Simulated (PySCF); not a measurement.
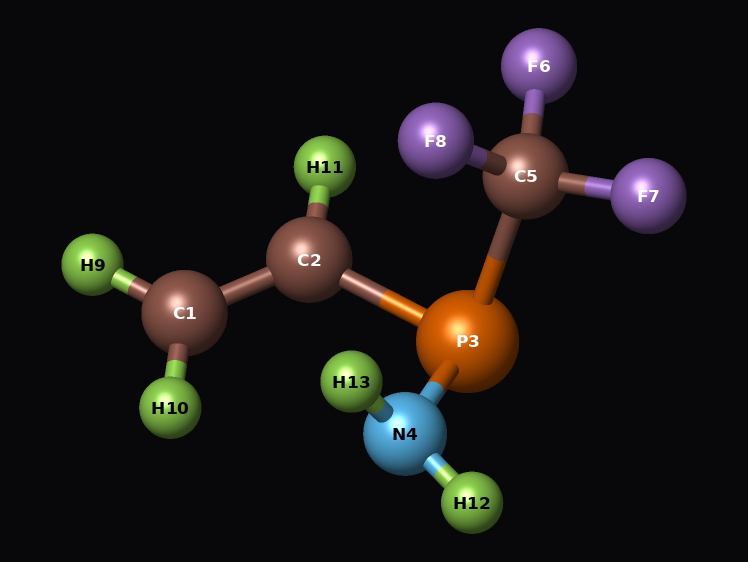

Every bond is drawn as one stick. The geometry was computed by an optimisation with GFN2-xTB. No frequency run is at hand to confirm it as a minimum. Computed with PBE0/pcSseg-1 (PySCF 2.14.0).

**Which bond has the highest Mayer bond order?**

C1–C2, 1.96, at a length of 1.322 Å.

List the Mayer bond orders of C1–C2, C1–H9, C1–H10, C2–P3, C2–H11, P3–N4, P3–C5, N4–H12, N4–H13, C5–F6, C5–F7, C5–F8.

| bond | Mayer order | length (Å) |
| --- | --- | --- |
| C1–C2 | 1.96 | 1.322 |
| C1–H9 | 0.95 | 1.078 |
| C1–H10 | 0.95 | 1.077 |
| C2–P3 | 0.94 | 1.819 |
| C2–H11 | 0.93 | 1.083 |
| P3–N4 | 1.03 | 1.675 |
| P3–C5 | 0.85 | 1.918 |
| N4–H12 | 0.95 | 1.010 |
| N4–H13 | 0.92 | 1.015 |
| C5–F6 | 0.98 | 1.335 |
| C5–F7 | 0.98 | 1.343 |
| C5–F8 | 0.95 | 1.350 |

The geometry is semi-empirical. Around P such bond lengths and angles can be off by a tenth of an ångström or more and by several degrees, and values that hang on the shape move with them.
